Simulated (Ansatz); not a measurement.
System: Nb4.

```xyz
4

Nb   -1.3984   -0.6280   -0.0166
Nb    0.5489    0.0629   -1.4300
Nb   -0.0832    1.4173    0.5783
Nb    0.9326   -0.8523    0.8683
```

Geometry: B3LYP-D4/def2-SVP; core potentials replace the inner electrons of Nb; not at a stationary point (largest force 0.7 eV/Å).

These are results of RKS PBE0-D4/def2-TZVP in Ansatz 0.2.0, not measurements.

**What can the converged electron density and electron localisation function tell about the bonding?**

Nb–Nb (2.50 Å): the density is about 0.61 e/Å³ at the midpoint; the ELF is about 0.35 at the midpoint.

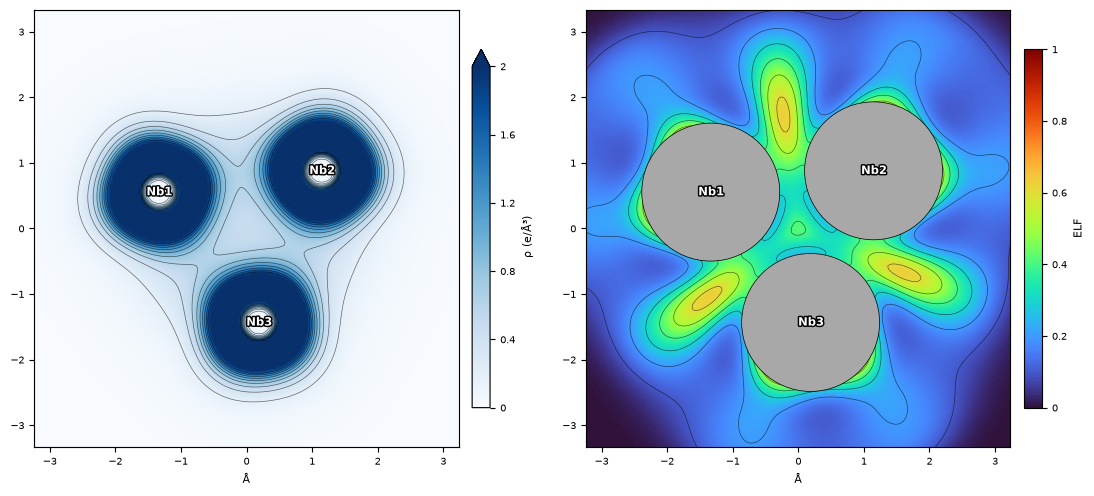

Computed electron density and electron localisation function on the plane of atoms Nb1, Nb2 and Nb3, in this order. Grey discs cover the atomic cores in the ELF map. 
